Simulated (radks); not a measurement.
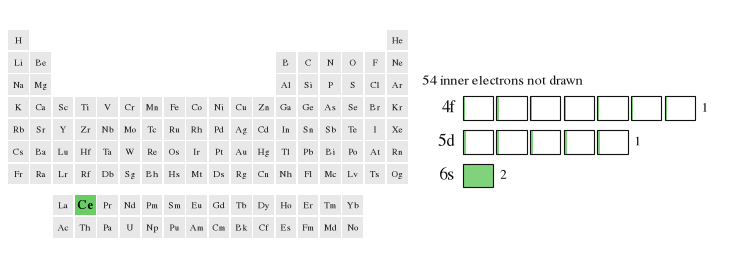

Left, the place of cerium in the periodic table; right, the outer shells as the input fills them: a box for each of the 2l + 1 orbitals, shaded by the share of the shell that is filled, with the electron count at the right.

## Run report: Ce, atomic calculation

A free Ce atom in the configuration [Xe] 4f1 5d1 6s2 (high spin). Computed at this level: scalar-relativistic Kohn-Sham, PBE, spin-polarised, spherical densities, point nucleus (the in-house radial solver radks).

**The input**
```
Z 58
configuration [Xe] 4f1 5d1 6s2
relativity scalar-relativistic
functional pbe,pbe
spin polarised
nucleus point
c 137.035999084
threshold 0.01
max_iterations 50
```

Energies in input and log are in hartree, lengths in bohr.

Launched within a batch (the task file carries these settings):
```bash
python <driver script> task.json out
```

**Output**
```
1s      1   1.0000       -1479.93831357
2s      1   1.0000        -236.95687437
2p      1   3.0000        -212.20968024
3s      1   1.0000         -51.02747476
3p      1   3.0000         -43.15820117
3d      1   5.0000         -31.98297555
4s      1   1.0000         -10.33620754
4p      1   3.0000          -7.76782097
4d      1   5.0000          -4.07196997
4f      1   1.0000          -0.20983659
5s      1   1.0000          -1.50339422
5p      1   3.0000          -0.86529855
5d      1   1.0000          -0.12223536
6s      1   1.0000          -0.14327467
1s      2   1.0000       -1479.93837963
2s      2   1.0000        -236.95584290
2p      2   3.0000        -212.20892546
3s      2   1.0000         -51.01792381
3p      2   3.0000         -43.14863110
3d      2   5.0000         -31.97511318
4s      2   1.0000         -10.30780309
4p      2   3.0000          -7.73918922
4d      2   5.0000          -4.04289327
4f      2   0.0000          -0.18029348
5s      2   1.0000          -1.47465139
5p      2   3.0000          -0.83676832
5d      2   0.0000          -0.09935286
6s      2   1.0000          -0.13000112
Etot -8860.469632040886
Ekin 9391.723745428044
Encl -21463.267166564256
Eh 3420.284875751178
Exc -209.21108665585146
err 3.80687647241907e-06
it 10
```

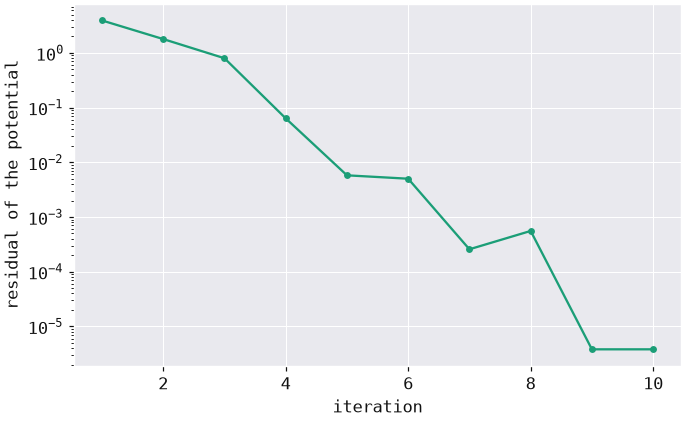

Convergence: residual of the potential against the iteration. The residual comes down, with one marked jump up, by a factor of about 2, at step 8. It goes from 3.9 to 3.8×10⁻⁶ in 10 steps.

**Outcome**

- outcome: converged
- total energy: −8860.4696 hartree
- kinetic energy: 9391.7237 hartree
- electron–nucleus energy: −21463.2672 hartree
- Hartree energy: 3420.2849 hartree
- exchange–correlation energy: −209.211087 hartree
- radius at density 0.001 e/bohr³: 5.43 bohr
- SCF iterations: 10
- hardware: 1 thread of Intel Xeon, 163 GiB of memory available, shared host

**What is odd here**

A numerical setting was moved from its usual value: convergence threshold tolx = 0.01. The program ran to the end, and its total energy equals that of the same run with the usual input (−8860.46963 hartree) within 10⁻⁵ hartree, so the oddity leaves no trace in it.
